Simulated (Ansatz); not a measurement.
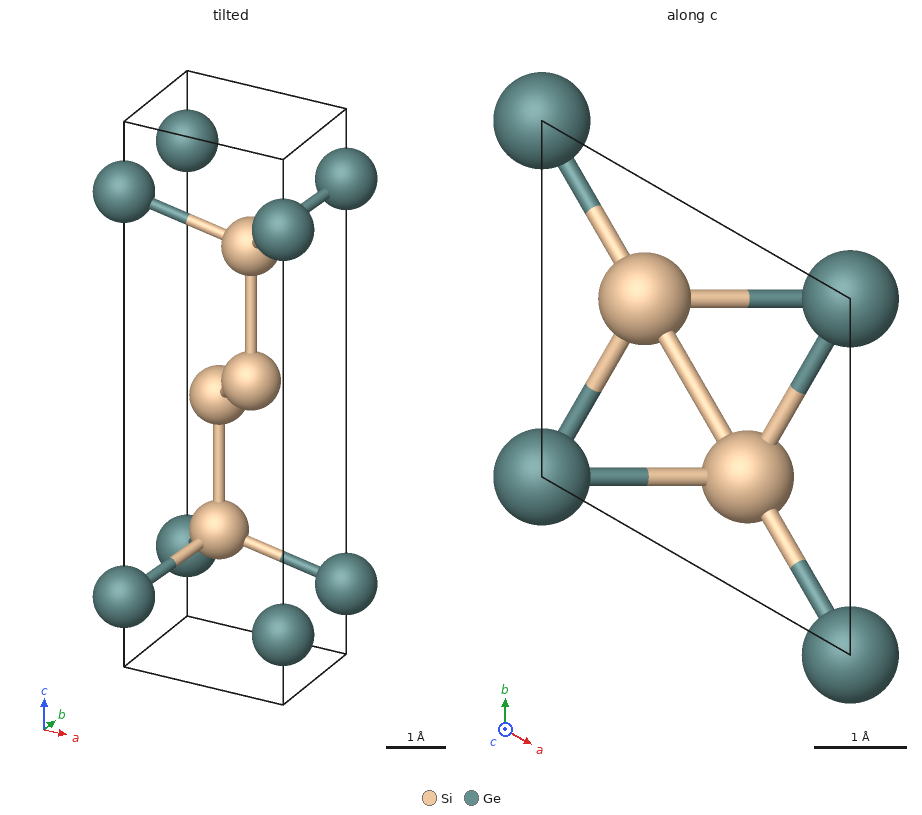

Shown here is a ball-and-stick view of the crystal, taken slightly off an axis and along the c axis. The edges of the conventional unit cell are marked.

Si$_{2}$Ge, space group P-3m1 (No. 164), a = 3.899 Å, b = 3.899 Å, c = 9.542 Å, α = 90.00°, β = 90.00°, γ = 120.00°. The structure comes from a structure type filled with these elements by a generator (whether the compound takes this form wasn't checked). Earlier steps of the study, as a rule a relaxation of our own, may have changed the cell and positions, so they can lie some per cent off the listed ones. It went into a calculation with Ansatz.

This one geometry was computed with Ansatz (DFT, plane waves, PAW) at five levels of theory: r2SCAN, PBE, HSE06, PBE0 and PBE with spin-orbit coupling. It was relaxed beforehand with r2SCAN.

Question: Which level gives the highest pressure at this volume, and what does that say about its equilibrium volume?

Answer: Highest: PBE (2.0 GPa) and PBE with spin-orbit coupling (2.0 GPa), which points to the largest equilibrium volume. Lowest, with the smallest volume: r2SCAN (0.0 GPa), HSE06 (0.1 GPa) and PBE0 (-0.1 GPa). Levels within 0.5 GPa of each other can't be told apart.

Question: How does the band gap change with the level of theory?

Answer: PBE with spin-orbit coupling: a gap of 0.50 eV, indirect; PBE: a gap of 0.58 eV, indirect; r2SCAN: a gap of 0.75 eV, indirect; HSE06: a gap of 1.09 eV, indirect; PBE0: a gap of 1.72 eV, indirect.

Question: Collect the results in a table.

Answer:
| level | cutoff (eV) | k-mesh of the run's cell | gap (eV) | pressure (GPa) |
| --- | --- | --- | --- | --- |
| r2SCAN | 500 | 12×12×4 | 0.75 | 0.0 |
| PBE | 420 | 12×12×4 | 0.58 | 2.0 |
| HSE06 | 420 | 6×6×2 | 1.09 | 0.1 |
| PBE0 | 420 | 6×6×2 | 1.72 | -0.1 |
| PBE with spin-orbit coupling | 420 | 12×12×4 | 0.50 | 2.0 |

Gaps are taken on the k-mesh or band path of each run.
